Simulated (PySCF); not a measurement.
## A study: FH, SMILES `F`

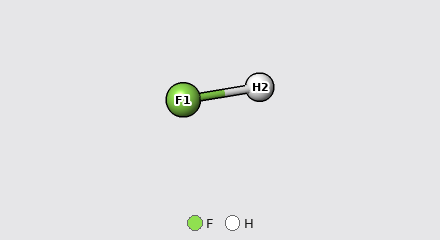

The molecule, with its atoms numbered as below. No frequency check shows the geometry to be a minimum.

Coordinates in Å:

```
F1       0.0932    0.0000    0.0000
H2      -0.8392    0.0000    0.0000
```

Part 1: Bonding charge

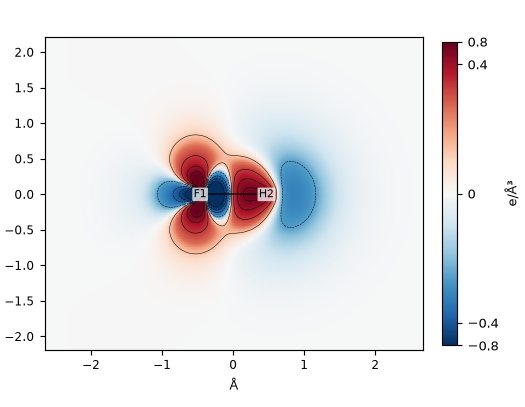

Deformation density (molecule less spherical, spin-averaged free atoms) in a plane that holds the bond; colour scale in e/Å³, logarithmic beyond ±0.1; red: gain, blue: loss.

Method: PBE/aug-cc-pVDZ; geometry: GFN2-xTB; program: PySCF.

How much density has each bond in this plane gained at its critical point, relative to the free atoms?

Answer. F1–H2: +0.68 e/Å³ at the bond critical point (bond length 0.93 Å). In all, 0.4 electrons gather in the regions of gain relative to the promolecule.

Part 2: Electrostatic potential

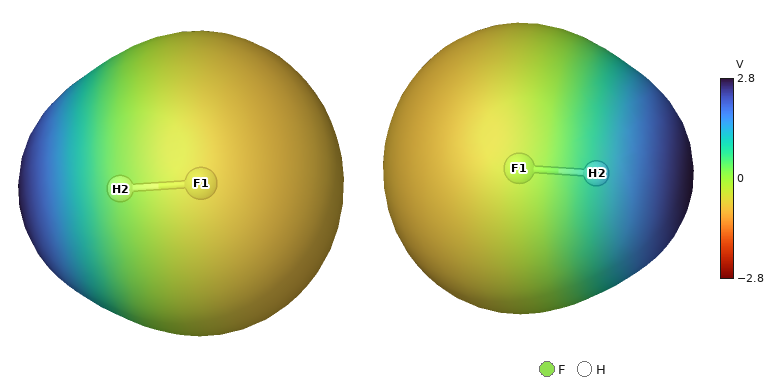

Electrostatic potential on the surface of electron density 0.001 a.u. (back view left, front view right).

Where are the extremes of the potential on the surface?

Answer. Highest: 2.77 V, 1.2 Å from H2. Further maxima include −0.77 V, 1.6 Å from F1. Lowest: −0.84 V, 1.7 Å from F1, and at like points elsewhere. The surface is sampled at points, so like sites can differ by a few per cent and only the strongest of them is named.

Part 3: Localised orbitals

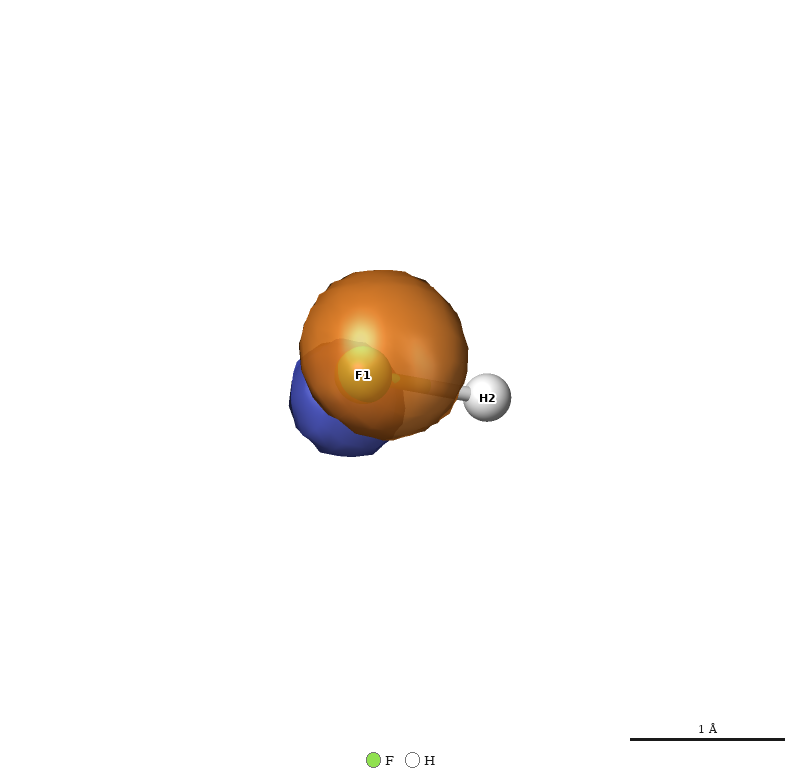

Intrinsic bond orbitals (IBO), occupied; each surface holds about 70 % of the orbital's density. Energies are diagonal elements of the Fock matrix.

Level of theory: M06-2X/6-31+G* (PySCF), at a geometry from GFN2-xTB.

What does this orbital represent?

Answer. Lone pair on F1 (sp11.5-type) (F1 100 %; −15.3 eV).

How do all the valence pairs divide up?

Answer. 4 pairs: 3 lone pairs and 1 σ bond.
